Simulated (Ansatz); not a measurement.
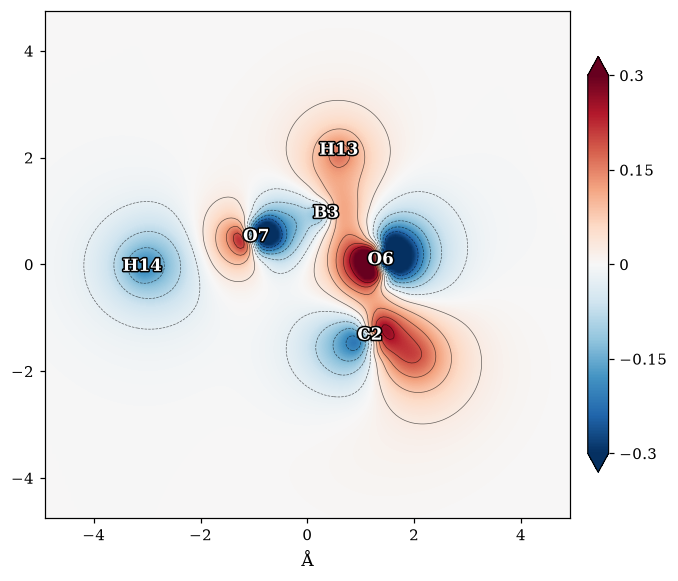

*C₂H₇B₂FO₂ (SMILES CCOBOBF). The HOMO on the plane of atoms O6, B3 and H13 (values in Å⁻³ᐟ²; the overall sign is arbitrary).*

Geometry: r2SCAN-D4/def2-SVP.

Computed with isolated molecule in a Gaussian basis; Kohn-Sham density functional theory, functional PBE0 in Ansatz 0.2.0.

```yaml
atoms:
  - { symbol: C, position_ang: [-1.4675, 0.8902, -1.0987] }
  - { symbol: C, position_ang: [-1.6892, 0.7910, 0.3971] }
  - { symbol: B, position_ang: [0.5142, 0.6985, 1.4214] }
  - { symbol: B, position_ang: [1.1690, 3.0490, 0.5808] }
  - { symbol: F, position_ang: [1.7126, 2.7596, -0.6036] }
  - { symbol: O, position_ang: [-0.6169, 0.0847, 1.0269] }
  - { symbol: O, position_ang: [0.6511, 2.0655, 1.3263] }
  - { symbol: H, position_ang: [-2.3267, 1.3808, -1.5821] }
  - { symbol: H, position_ang: [-1.3488, -0.1119, -1.5382] }
  - { symbol: H, position_ang: [-0.5632, 1.4750, -1.3301] }
  - { symbol: H, position_ang: [-2.6049, 0.2208, 0.6188] }
  - { symbol: H, position_ang: [-1.7966, 1.7925, 0.8494] }
  - { symbol: H, position_ang: [1.3899, 0.0346, 1.9155] }
  - { symbol: H, position_ang: [1.1367, 4.1953, 0.9446] }
```

> Where does this orbital lie, and at what energy?

It lies mainly on O6 (about 40 %), C2 (about 10 %), C1 (about 10 %), O7 (about 10 %) and B3 (about 5 %). Its energy is −9.14 eV.
